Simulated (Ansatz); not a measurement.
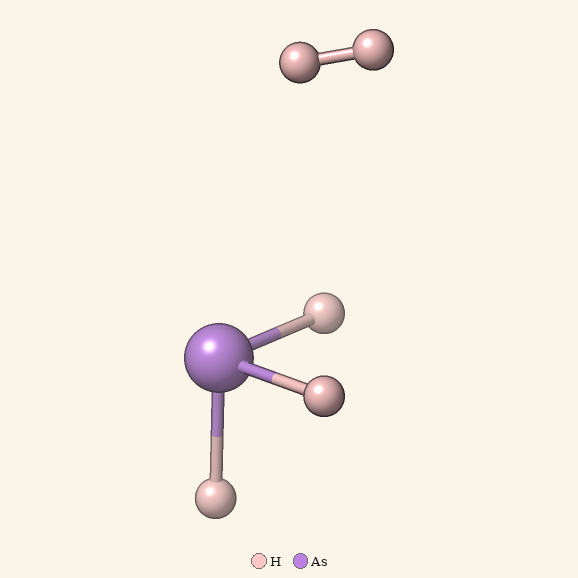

Distant atoms are faded towards the background colour. Computed geometry: PBE0-D4/def2-TZVP optimisation. No frequency run is at hand to confirm it as a minimum.

Question: Which symmetry elements does this geometry have?

Answer: It has 1 mirror plane, so the point group is Cs. The group has 2 operations. The geometry is achiral, and symmetry allows a dipole moment.
